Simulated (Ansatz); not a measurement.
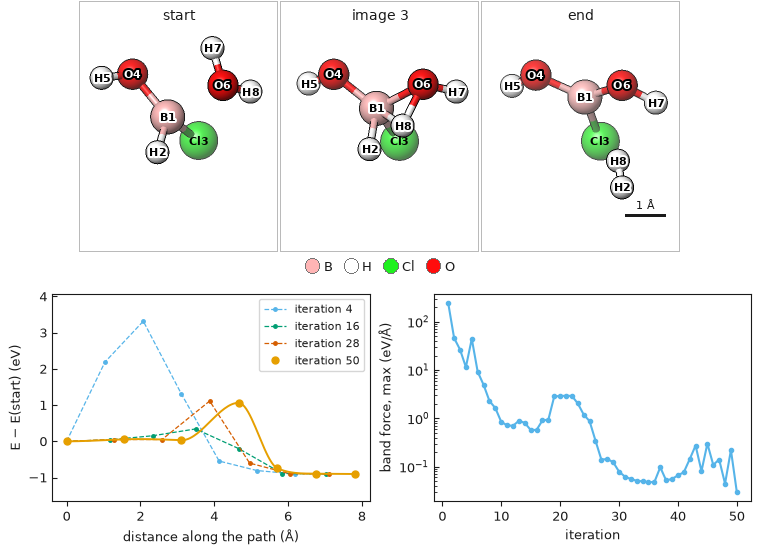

A search for the minimum-energy path of BH$_{4}$O$_{2}$Cl by the nudged elastic band. Images are numbered from 0 (start) to 6 (end). The plot follows the band through its iterations. The picture is a ball-and-stick view, seen at a tilt.

All numbers below come from Ansatz 0.2.0, RKS PBE0-D4/def2-SVP. Set-up: 5 movable images; climbing image; force threshold 0.03 eV/Å; iteration limit 60; spring constant 20.0 eV/Å²; starting path through a guess of the saddle point.

> How did the profile develop, and is the result final?

The run is converged, with reservations. The band converged in 50 iterations. The largest component of the band force went from 240 to 0.03 eV/Å. The climbing image converged on the top of the path. Its curvatures weren't checked. The first iteration put the highest image at 49.59 eV. The energy climbs by 1.06 eV to image 3 and then falls by 1.96 eV, so the end point sits at −0.90 eV.

The run took 11 min on 1 thread of Arm Neoverse V2, on a shared host, peak memory 0.15 GiB.
